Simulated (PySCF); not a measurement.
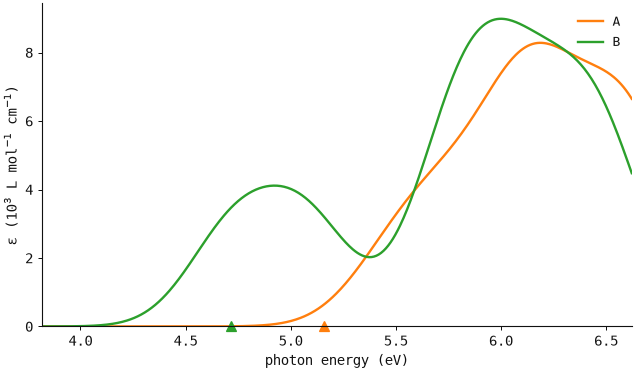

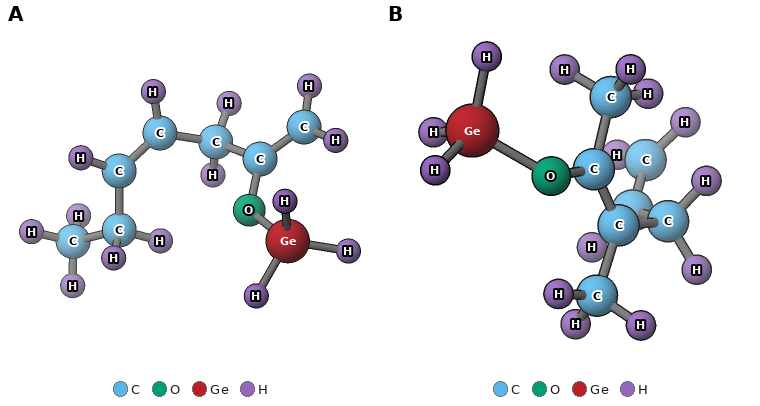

Related molecules: A is C₇H₁₄GeO, SMILES C=C(C/C=C\CC)[O][GeH3], singlet; B is C₇H₁₄GeO, SMILES C=CC/C(C)=C(\C)[O][GeH3], singlet. Vertical TDDFT absorption, B3LYP/def2-SVPD in PySCF 2.14.0, at a PBE0-D3(BJ)/def2-SVP geometry (no frequency check); Gaussians of 1/e half-width 0.30 eV, triangles mark S1, and the range ends where the computed states of one molecule run out.

How does the lowest singlet move?

A: 5.16 eV (f = 0.000, mainly HOMO → LUMO (95 %)); B: 4.72 eV (f = 0.048, mainly HOMO → LUMO (90 %)). From A to B it shifts 0.44 eV to the red.

And the brightest state of each within the range drawn?

A: S5 at 6.05 eV, f = 0.08; B: S4 at 5.79 eV, f = 0.09.

Limits of at least one run: core orbitals are frozen in the response; one conformer of a flexible molecule; states above the negative HOMO energy depend on the basis.
